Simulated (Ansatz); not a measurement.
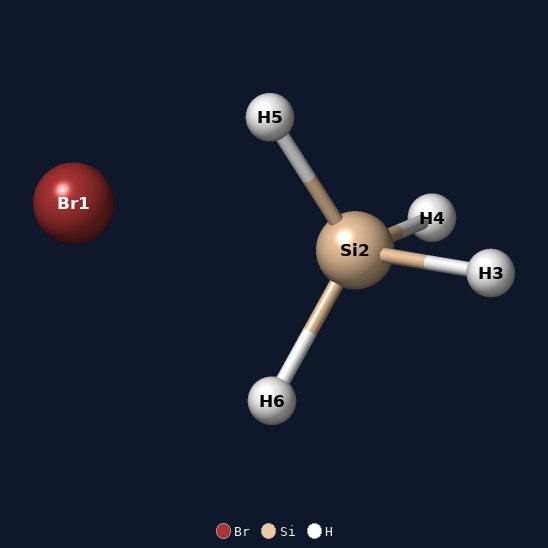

The species has charge −1 and is a spin singlet. Sticks follow a distance rule. Harmonic vibrations computed with RKS PBE0-D4/def2-TZVP (Ansatz 0.2.0) at a stationary point of the same level.

Minimum or transition state?

Answer. A minimum: no imaginary frequency, and the lowest mode lies at 87 cm⁻¹.

List the wavenumbers.

Answer. 12 modes: 87, 310, 310, 833, 879, 879, 982, 982, 2026, 2235, 2257, 2257 cm⁻¹.
